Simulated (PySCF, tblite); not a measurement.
# C6H7FO2: dynamics, then NMR shifts on frames

How do NMR shifts of C6H7FO2 (`CCO[C@H]1C=C(F)C1=O`) change as the atoms move?

The runs use tblite 0.8.0 and PySCF 2.14.0, with density-fitted response routines of our own; the level of theory stands in each step. All values are computed, except where a source is named. Atoms are numbered from 0 throughout.

**1. The starting structure**

16 atoms, charge 0, multiplicity 1; geometry from: GFN2-xTB.

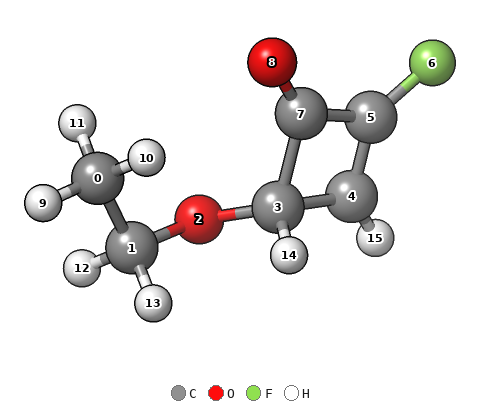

As it starts; carbon grey, oxygen red, fluorine green, hydrogen white, atoms numbered.

**2. A short Langevin run with GFN2-xTB**

The job: settings as JSON, then the geometry in Å.

```
{"job": {"kind": "md", "xc": "GFN2-xTB", "basis": "xTB", "temperature": 300, "steps": 2000, "every": 50, "frames": 5}, "charge": 0, "multiplicity": 1}
C     -1.965343     0.952435    -0.233355
C     -1.630215    -0.528529    -0.360125
O     -0.266823    -0.777873    -0.656314
C      0.626393    -0.576940     0.395012
C      2.007309    -1.146849     0.120573
C      2.618341     0.042972     0.200548
F      3.893819     0.403354     0.132834
C      1.375942     0.802957     0.449518
O      1.050763     1.943496     0.570648
H     -3.034971     1.070391    -0.083080
H     -1.439583     1.402304     0.604771
H     -1.675849     1.475917    -1.140770
H     -2.171976    -0.969514    -1.200435
H     -1.910004    -1.061854     0.560787
H      0.187940    -0.877115     1.357205
H      2.326659    -2.146209    -0.100074
```

Method: GFN2-xTB Langevin dynamics, gas phase.

Started as:

```bash
$ OMP_NUM_THREADS=1 python probes_run.py task.json out
```

One launch serves the whole session: the jobs run in the order shown.

Standard output:

```text
t/fs     T/K      E/eV
    0.0   244.0   -794.55890
   25.0   136.1   -794.33521
   50.0   127.7   -794.23570
   75.0   198.1   -794.37313
  100.0   185.3   -794.30897
  125.0   249.2   -794.24668
  150.0   259.3   -794.14740
  175.0   269.6   -794.03416
  200.0   285.6   -793.97038
  225.0   252.7   -793.85483
  250.0   328.8   -794.09833
  275.0   341.6   -794.00123
  300.0   370.6   -793.98265
  325.0   336.0   -793.85398
  350.0   405.2   -794.05730
  375.0   269.5   -793.93523
  400.0   269.2   -793.94101
  425.0   339.8   -793.97624
  450.0   230.2   -793.65045
  475.0   407.9   -794.00612
  500.0   292.9   -793.81792
  525.0   281.6   -794.00380
  550.0   296.5   -793.99810
  575.0   256.1   -794.01745
  600.0   280.0   -794.00500
  625.0   294.0   -794.00132
  650.0   295.0   -794.08587
  675.0   243.7   -794.07130
  700.0   329.5   -794.03970
  725.0   245.7   -793.91603
  750.0   302.4   -793.90500
  775.0   425.3   -793.91966
  800.0   439.6   -793.89832
  825.0   381.6   -793.92665
  850.0   306.5   -793.92995
  875.0   371.6   -793.77249
  900.0   426.4   -793.97447
  925.0   369.6   -793.93769
  950.0   361.4   -793.90214
  975.0   355.7   -793.98671
 1000.0   269.0   -794.02223
```

Run time: 19 s. Hardware: 1 thread of Arm Neoverse N1, shared host; peak memory 0.18 GiB.

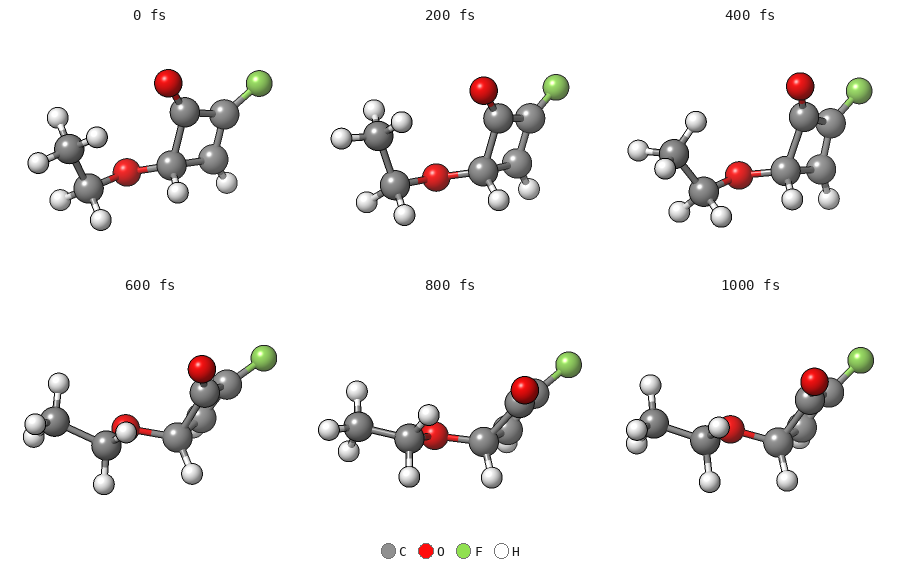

Frames of the run.

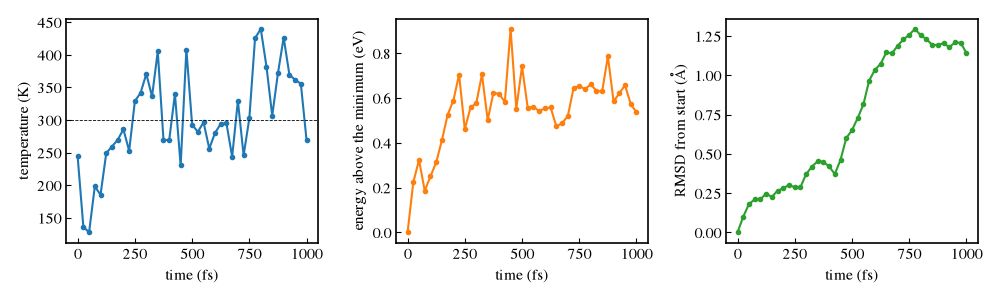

Temperature, potential energy and distance from the start.

Positions (Å) and forces (eV/Å) at 1000 fs:

```xyz
16

C    -2.849    1.180    0.327   -0.271   -0.475   -0.275
C    -1.893    0.543    1.283   -0.966   -1.726    1.562
O    -0.779    0.105    0.609    0.457    0.225   -1.602
C     0.208   -0.521    1.319    1.075   -0.377    0.574
C     1.385   -0.938    0.443    0.030   -1.208   -0.911
C     2.238   -0.037    0.896   -0.947    1.293    1.207
F     3.468    0.346    0.731    1.011   -0.101   -0.481
C     1.229    0.556    1.800    0.059    0.243    1.496
O     1.155    1.470    2.573    0.038   -0.106   -0.343
H    -3.646    1.575    0.905   -0.993    0.149    0.329
H    -2.434    2.011   -0.208    0.576    0.193   -0.254
H    -3.188    0.428   -0.368   -0.264    0.019   -0.311
H    -2.288   -0.422    1.787   -0.380    1.047   -0.504
H    -1.767    1.220    2.117    0.901    0.454    0.308
H    -0.140   -1.302    2.063    0.137    0.761   -0.606
H     1.577   -1.667   -0.314   -0.462   -0.391   -0.191
```

**3. Nuclear shieldings: 250 fs, PBE0/pcSseg-1**

The job: settings as JSON, then the geometry in Å.

```
{"job": {"kind": "nmr", "xc": "PBE0", "basis": "pcSseg-1", "pop": false}, "charge": 0, "multiplicity": 1}
C     -2.182300     1.141700    -0.145000
C     -2.030800    -0.327600     0.214700
O     -0.815100    -0.904500    -0.259000
C      0.183200    -0.740900     0.658900
C      1.508100    -1.384000     0.292200
C      2.104200    -0.211700     0.159600
F      3.340400     0.057400    -0.173500
C      0.983200     0.567300     0.679100
O      0.910000     1.701700     1.028400
H     -3.216400     1.396600     0.014800
H     -1.671200     1.838400     0.498400
H     -1.964900     1.310200    -1.197800
H     -2.784500    -0.907900    -0.243600
H     -2.031300    -0.570100     1.272100
H     -0.053800    -1.003200     1.716100
H      1.748500    -2.473600     0.128800
```

Level: GIAO PBE0/pcSseg-1 NMR shielding, non-relativistic, gas phase.

Standard output:

```text
coarse grid: 14120 points
cycle   1  E = -482.2086031107  dE =  1.779e+00  |g| = 9.711e-01  |ddm| = 3.732e+00
cycle   2  E = -481.6775469116  dE =  5.311e-01  |g| = 1.938e+00  |ddm| = 2.630e+00
cycle   3  E = -482.3738075656  dE = -6.963e-01  |g| = 2.456e-01  |ddm| = 2.012e+00
cycle   4  E = -482.3842506176  dE = -1.044e-02  |g| = 1.129e-01  |ddm| = 2.840e-01
cycle   5  E = -482.3865573348  dE = -2.307e-03  |g| = 3.304e-02  |ddm| = 1.167e-01
cycle   6  E = -482.3867890816  dE = -2.317e-04  |g| = 8.033e-03  |ddm| = 3.644e-02
cycle   7  E = -482.3868016516  dE = -1.257e-05  |g| = 2.907e-03  |ddm| = 8.280e-03
cycle   8  E = -482.3868032124  dE = -1.561e-06  |g| = 7.995e-04  |ddm| = 2.856e-03
final grid: 138872 points
cycle   9  E = -482.4685809578  dE = -1.980e-05  |g| = 1.578e-02  |ddm| = 3.382e-02
cycle  10  E = -482.4684612966  dE =  1.197e-04  |g| = 2.990e-02  |ddm| = 3.236e-02
cycle  11  E = -482.4686258391  dE = -1.645e-04  |g| = 3.372e-03  |ddm| = 2.316e-02
cycle  12  E = -482.4686280510  dE = -2.212e-06  |g| = 4.413e-04  |ddm| = 2.670e-03
cycle  13  E = -482.4686280822  dE = -3.130e-08  |g| = 1.715e-04  |ddm| = 5.454e-04
cycle  14  E = -482.4686280886  dE = -6.354e-09  |g| = 3.019e-05  |ddm| = 1.792e-04
cycle  15  E = -482.4686280888  dE = -1.558e-10  |g| = 1.496e-05  |ddm| = 4.400e-05
converged SCF energy = -482.4686280888

GIAO shielding tensors (ppm)
atom      isotropic    diamagn.    paramagn.     s11        s22        s33       span
  0 C      173.026     244.841     -71.816    155.167    174.070    189.840     34.674
  1 C      116.358     245.201    -128.843     81.338     95.813    171.924     90.586
  2 O      269.582     399.370    -129.787    237.697    267.602    303.448     65.751
  3 C       99.486     247.963    -148.477     73.493     90.336    134.630     61.137
  4 C       35.188     258.664    -223.476    -67.469     28.361    144.671    212.140
  5 C       23.432     258.146    -234.714    -65.824     55.720     80.399    146.223
  6 F      270.522     469.698    -199.176    158.643    277.603    375.321    216.678
  7 C       -5.098     249.755    -254.853    -82.471     -7.129     74.305    156.776
  8 O     -254.885     399.973    -654.858   -807.256   -299.397    341.998   1149.253
  9 H       31.247      27.143       4.104     26.930     28.298     38.514     11.584
 10 H       29.922      30.388      -0.466     25.223     29.105     35.439     10.216
 11 H       30.562      29.498       1.063     26.966     28.364     36.354      9.389
 12 H       28.321      30.230      -1.910     22.779     28.634     33.550     10.772
 13 H       28.509      30.469      -1.960     24.300     28.592     32.635      8.335
 14 H       26.929      30.594      -3.666     24.494     26.426     29.866      5.372
 15 H       23.177      28.661      -5.484     20.768     23.814     24.948      4.180
```

It took 43 s on 1 thread of Arm Neoverse N1, shared host; peak memory 0.83 GiB.

The references, computed at this level on geometries of the same kind, shield at (ppm): 1H TMS 31.72, 13C TMS 186.9, 19F CFCl3 170.9, 17O H2O 336.1. Their shielding less the atom's gives the shift. The references are single molecules in the gas phase, so shifts against H2O, NH3, PH3, H3PO4 or CFCl3 are not on the usual liquid scales and can be off by tens of ppm. Each atom is listed at this fixed geometry, with no averaging over motion; a spectrum would average atoms that exchange fast.

```csv
atoms,environment,σ (ppm),δ (ppm)
C7,ketone carbonyl carbon,-5.1,192.0
C5,α carbon of a C=C–C=O unit,23.4,163.5
C4,β carbon of a C=C–C=O unit,35.2,151.7
C3,"sp3 CH bonded to O, α to a carbonyl",99.5,87.4
C1,sp3 CH2 bonded to O,116.4,70.6
C0,methyl carbon,173.0,13.9
H15,hydrogen on a β carbon of a C=C–C=O unit,23.18,8.54
H14,"hydrogen on an sp3 CH bonded to O, α to a carbonyl",26.93,4.79
H12,hydrogen on an sp3 CH2 bonded to O,28.32,3.40
H13,hydrogen on an sp3 CH2 bonded to O,28.51,3.21
H10,hydrogen on a methyl carbon,29.92,1.79
H11,hydrogen on a methyl carbon,30.56,1.16
H9,hydrogen on a methyl carbon,31.25,0.47
O8,ketone oxygen,-254.9,591.0
O2,ether oxygen,269.6,66.5
F6,vinylic fluorine,270.5,-99.6
```

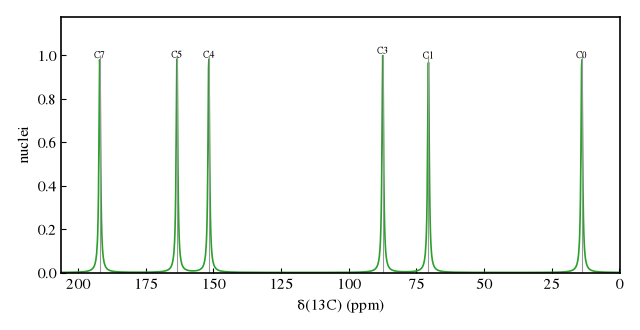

13C lines at the computed shifts, without couplings. Lines are broadened to a width of 0.71 ppm (Lorentzian).

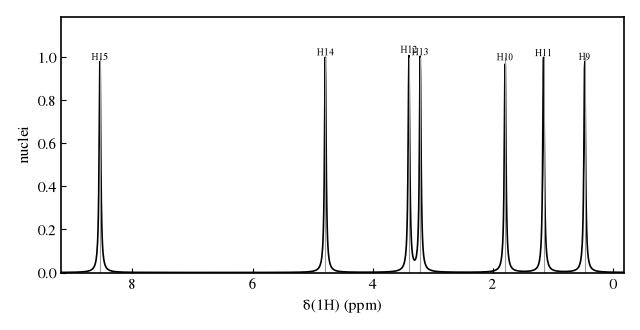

1H lines at the computed shifts, without couplings. Lines are broadened to a width of 0.03 ppm (Lorentzian).

Ring of atoms C3, C4, C5, C7: NICS(0) -2.7, NICS(1) -3.8, NICS(1)zz -1.7 ppm (means of both faces; NICS(1) differs between them: -5.4 and -2.1).

The two faces differ (NICS(1)zz -5.8 and 2.4 ppm).

**4. NMR shieldings: 425 fs, PBE0/pcSseg-1**

The job: settings as JSON, then the geometry in Å.

```
{"job": {"kind": "nmr", "xc": "PBE0", "basis": "pcSseg-1", "pop": false}, "charge": 0, "multiplicity": 1}
C     -3.078000     0.844600     0.311300
C     -2.602300    -0.597200     0.599500
O     -1.172000    -0.691800     0.231100
C     -0.133600    -0.713900     1.121200
C      1.034500    -1.409100     0.508100
C      1.826000    -0.330900     0.414800
F      3.068900    -0.162000     0.027000
C      0.780200     0.531800     1.138000
O      0.672200     1.692600     1.431900
H     -4.034800     1.087100     0.733100
H     -2.343600     1.420400     0.785100
H     -3.149100     0.915900    -0.771200
H     -3.166900    -1.395500     0.041400
H     -2.588600    -0.800700     1.702100
H     -0.532800    -1.002500     2.133500
H      1.045300    -2.393300     0.155200
```

Level: GIAO PBE0/pcSseg-1 NMR shielding, non-relativistic, gas phase.

Standard output:

```text
coarse grid: 14120 points
cycle   1  E = -482.1838548930  dE =  1.561e+00  |g| = 1.014e+00  |ddm| = 3.685e+00
cycle   2  E = -481.5568921623  dE =  6.270e-01  |g| = 2.083e+00  |ddm| = 2.642e+00
cycle   3  E = -482.3672417263  dE = -8.103e-01  |g| = 2.467e-01  |ddm| = 2.017e+00
cycle   4  E = -482.3769936802  dE = -9.752e-03  |g| = 1.261e-01  |ddm| = 2.809e-01
cycle   5  E = -482.3797562672  dE = -2.763e-03  |g| = 3.728e-02  |ddm| = 1.230e-01
cycle   6  E = -482.3800522923  dE = -2.960e-04  |g| = 8.475e-03  |ddm| = 4.091e-02
cycle   7  E = -482.3800656838  dE = -1.339e-05  |g| = 3.214e-03  |ddm| = 8.822e-03
cycle   8  E = -482.3800676234  dE = -1.940e-06  |g| = 8.154e-04  |ddm| = 3.130e-03
final grid: 138872 points
cycle   9  E = -482.4624280754  dE = -1.613e-05  |g| = 1.579e-02  |ddm| = 3.328e-02
cycle  10  E = -482.4623084910  dE =  1.196e-04  |g| = 2.993e-02  |ddm| = 3.098e-02
cycle  11  E = -482.4624730224  dE = -1.645e-04  |g| = 3.442e-03  |ddm| = 2.211e-02
cycle  12  E = -482.4624753040  dE = -2.282e-06  |g| = 5.024e-04  |ddm| = 2.553e-03
cycle  13  E = -482.4624753463  dE = -4.232e-08  |g| = 1.746e-04  |ddm| = 5.880e-04
cycle  14  E = -482.4624753527  dE = -6.428e-09  |g| = 3.450e-05  |ddm| = 1.767e-04
cycle  15  E = -482.4624753529  dE = -2.145e-10  |g| = 1.590e-05  |ddm| = 4.771e-05
converged SCF energy = -482.4624753529

GIAO shielding tensors (ppm)
atom      isotropic    diamagn.    paramagn.     s11        s22        s33       span
  0 C      168.493     249.069     -80.576    144.978    175.463    185.037     40.058
  1 C       99.527     244.781    -145.254     60.242     78.809    159.530     99.288
  2 O      251.092     405.726    -154.634    218.437    231.073    303.766     85.328
  3 C       97.481     249.071    -151.590     76.065     83.310    133.066     57.001
  4 C       35.761     255.521    -219.760    -67.550     29.121    145.712    213.263
  5 C       11.726     255.701    -243.975    -70.713     34.452     71.438    142.151
  6 F      267.201     470.318    -203.117    151.521    259.994    390.087    238.566
  7 C      -11.282     251.855    -263.137    -97.854      9.542     54.467    152.321
  8 O     -255.003     399.931    -654.934   -741.717   -320.251    296.959   1038.676
  9 H       30.994      27.648       3.345     27.228     27.787     37.967     10.739
 10 H       30.935      32.676      -1.740     25.943     31.417     35.445      9.502
 11 H       29.951      30.489      -0.537     26.213     28.280     35.361      9.149
 12 H       26.526      28.147      -1.622     21.963     26.385     31.229      9.265
 13 H       27.586      29.329      -1.742     23.593     27.920     31.247      7.654
 14 H       26.701      30.427      -3.726     24.435     25.233     30.435      6.000
 15 H       24.654      31.173      -6.518     20.641     25.826     27.496      6.855
```

It took 42 s on 1 thread of Arm Neoverse N1, shared host; peak memory 0.84 GiB.

This run: δ C7 198.2, C5 175.2, C4 151.2, C3 89.4, H15 7.06, H12 5.19 ppm.

(Part 1 of 2 ends here.)
